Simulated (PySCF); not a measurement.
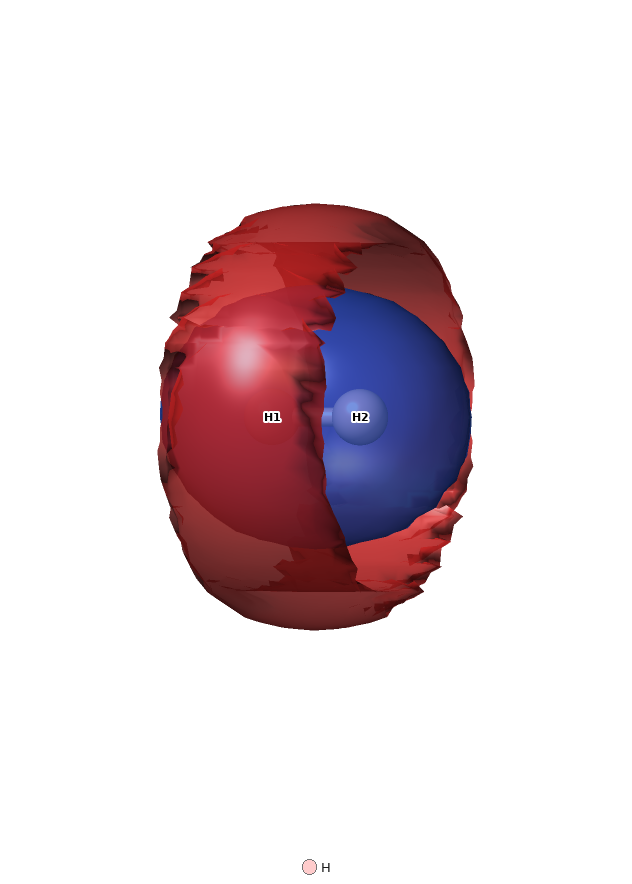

Figure. H2, SMILES `[H][H]`. Unrelaxed difference density of T₂ less the ground state (full linear response triplet states), ±0.02 e/Å³; red: gain, blue: loss.

Computed with PySCF, PBE0/6-311+G**, geometry: GFN2-xTB. No frequency check shows the geometry to be a minimum.

Input

```python
import numpy as np
from pyscf import gto, scf, dft, tdscf
from pyscf.scf import atom_ks, atom_hf
from scipy.linalg import block_diag

def solve(mol, dm0=None, hcore=None):
    mf = (dft.UKS if mol.spin else dft.RKS)(mol, xc='pbe0')
    mf.grids.level = 3
    mf = mf.density_fit(auxbasis='def2-universal-jkfit')
    mf.conv_tol, mf.max_cycle = 1e-8, 80
    if hcore is not None:
        mf.get_hcore = lambda *args: hcore
    mf.kernel(dm0)
    if not mf.converged:
        mf = mf.newton().run(mf.mo_coeff, mf.mo_occ, max_cycle=30)
    assert mf.converged, 'SCF not converged'
    return mf

mol = gto.M(atom='''
H      0.38834     0.00000     0.00000
H     -0.38834     0.00000     0.00000
''', basis='6-311+g**', charge=0, spin=0, verbose=4)
mf = solve(mol)
td = mf.TDDFT()
td.nstates, td.singlet, td.conv_tol = 4, False, 1e-5
td.kernel()
td.analyze()
x, y = np.array([p[0] for p in td.xy]), np.array([p[1] + 0 * p[0] for p in td.xy])
f, mu = np.zeros(len(td.e)), np.zeros((len(td.e), 3))
nto = [td.get_nto(state=i + 1, verbose=4) for i in range(len(td.e))]
# spherically averaged free atoms, for the promolecule
atm = atom_ks.get_atm_nrks(mol, xc='pbe0')
pro = block_diag(*[(atm[a[0]][2] * atm[a[0]][3]) @ atm[a[0]][2].T for a in mol._atom])
np.savez('result.npz', e=td.e, f=f, ok=td.converged, w=[n[0] for n in nto], nto=[n[1] for n in nto], x=x, y=y, c=mf.mo_coeff, occ=mf.mo_occ, eps=mf.mo_energy, pro=pro, mu=mu)
```

Run with:

```sh
OMP_NUM_THREADS=1 python input.py
```

The run took 0.87 s on 1 thread of Intel(R) Xeon(R) 6975P-C (Granite Rapids) (shared host), peak memory 0.17 GiB.

### How does the charge move on excitation?

0.67 e is displaced in all, largely into diffuse regions outside the molecule. The state: 14.44 eV (86 nm), spin-forbidden from the singlet ground state, diffuse (Rydberg-like) orbital; the leading pair carries 100 %; hole on H1 and H2 (50 % each), electron on H1 and H2 (50 % each) (atom shares of so diffuse an orbital are rough); their centroids lie 0.0 Å apart.
